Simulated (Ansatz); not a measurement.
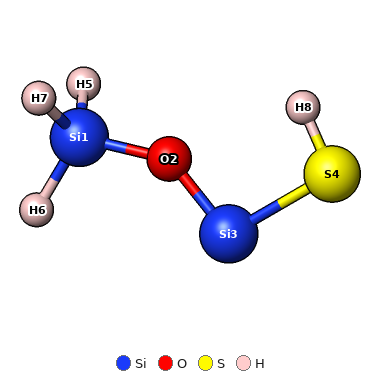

The system is H4OSSi2, SMILES [SiH3]O[Si]S; the picture shows the grid point nearest to the relaxed geometry. 
- Two internal coordinates are moved rigidly from the geometry relaxed at PBE0-D4/def2-TZVP, all others fixed.
- Coordinates scanned: (1) bond S4–H8; (2) angle H8–S4–Si3.
- The grid has 5 × 5 points.
- Energies: kJ/mol, counted from the lowest grid point.
- The calculation used RKS PBE-D4/def2-TZVPP in Ansatz 0.2.0.

Its coordinates:

```tsv
atom	x (Å)	y (Å)	z (Å)
Si	-0.0618	1.3757	-0.3893
O	0.0428	-0.1715	0.1694
Si	0.2712	-1.0298	1.5582
S	0.1637	-3.0425	0.7837
H	-1.3949	1.5643	-1.0103
H	0.1127	2.3394	0.7283
H	1.0010	1.5847	-1.4017
H	-0.0271	-2.7056	-0.3974
```

Range: bond S4–H8 from 1.103 to 1.950 Å; angle H8–S4–Si3 from 65.5 to 125.5°.

Predict the map.

The lowest grid point is at bond S4–H8 = 1.447 Å, angle H8–S4–Si3 = 95.5°. The bottom of the well lies between grid points, at about bond S4–H8 = 1.353 Å, angle H8–S4–Si3 = 95°, about 7.9 kJ/mol lower on the interpolated surface. It is the only kind of minimum in the scanned range. The highest grid point, bond S4–H8 = 1.950 Å, angle H8–S4–Si3 = 125.5°, lies 174 kJ/mol above the lowest. Round the minimum the two coordinates are nearly uncoupled.

```csv
"angle H8–S4–Si3 ↓, bond S4–H8 →",1.103,1.243,1.447,1.686,1.950
125.5,139,37,25,88,174
110.5,120,17,7,72,161
95.5,112,10,0,67,158
80.5,120,18,8,74,163
65.5,148,46,34,93,170
```

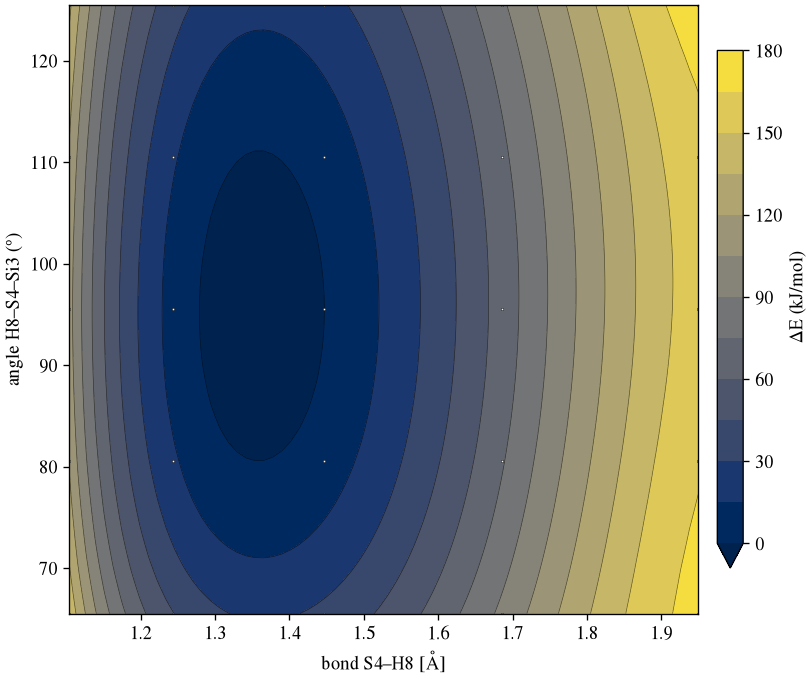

In the figure: filled contours, dots at the grid points. Between grid points the surface is interpolated.
